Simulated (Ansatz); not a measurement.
## A computed series for AlRu: pressure series

Start from AlRu in the CsCl type structure (space group Pm-3m, No. 221).

```
CELL_PARAMETERS angstrom
      3.00370     0.00000     0.00000
      0.00000     3.00370     0.00000
      0.00000     0.00000     3.00370
ATOMIC_POSITIONS crystal
  Al 0.00000 0.00000 0.00000
  Ru 0.50000 0.50000 0.50000
```

Cell and atoms are relaxed at each pressure.

Method: Ansatz (an electronic-structure program) PBE, no spin-orbit coupling.

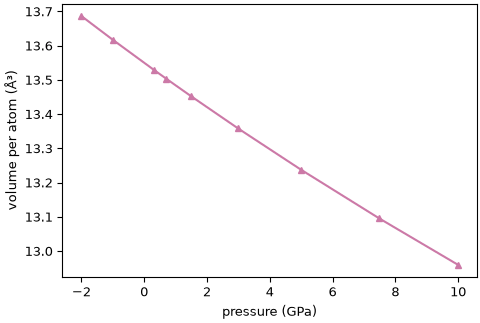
Figure. Volume against pressure

**Question.** Estimate the zero-pressure bulk modulus from the plot.

**Answer.** About 200 GPa; a third-order Birch–Murnaghan fit to the points gives V₀ = 13.55 Å³/atom, B₀ = 204 GPa and B₀′ = 4.4.

Load acts through the strain it causes; cell and atoms are relaxed under it. Stability against distortions was not tested. Competing high-pressure phases were not computed. All final runs are without spin polarisation.
